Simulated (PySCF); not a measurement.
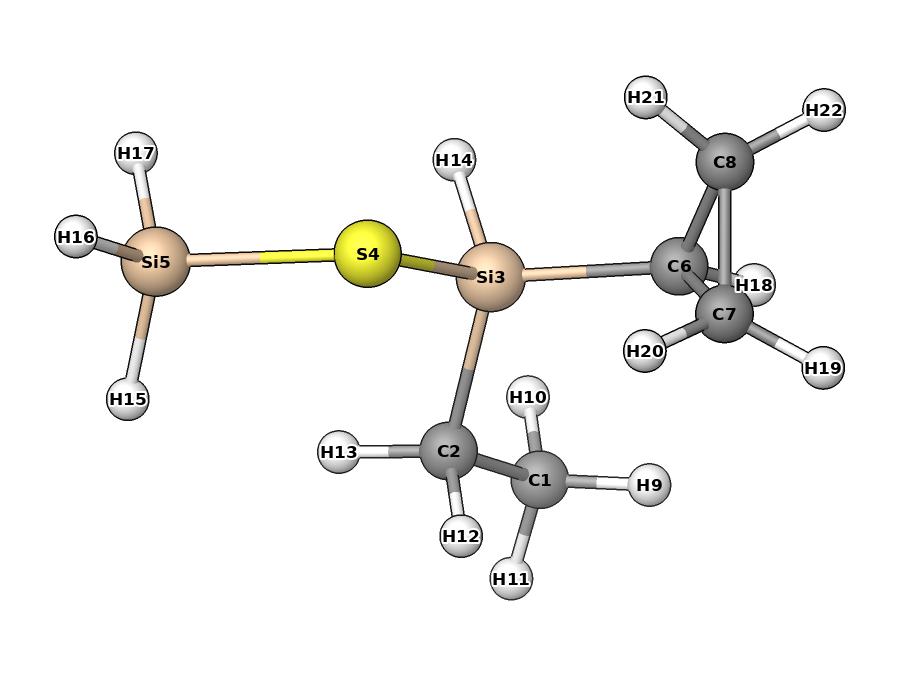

Computed geometry: GFN2-xTB optimisation. No frequency run is at hand to confirm it as a minimum. Electric field gradients from the ground-state density, PBE0/pcSseg-1 (PySCF 2.14.0), non-relativistic apart from any core potentials.

Give the largest field-gradient component, the quadrupole coupling constant and the asymmetry for 33S at S4 (Q = −67.81 mb), 2H at H9 (Q = 2.86 mb), 2H at H10 (Q = 2.86 mb).

```csv
atom,V_zz (a.u.),e²qQ/h (MHz),η
S4,−1.619,25.8,0.72
H9,0.316,0.212,0.02
H10,0.315,0.212,0.02
```

The geometry is semi-empirical. Around Si such bond lengths and angles can be off by a tenth of an ångström or more and by several degrees, and values that hang on the shape move with them.
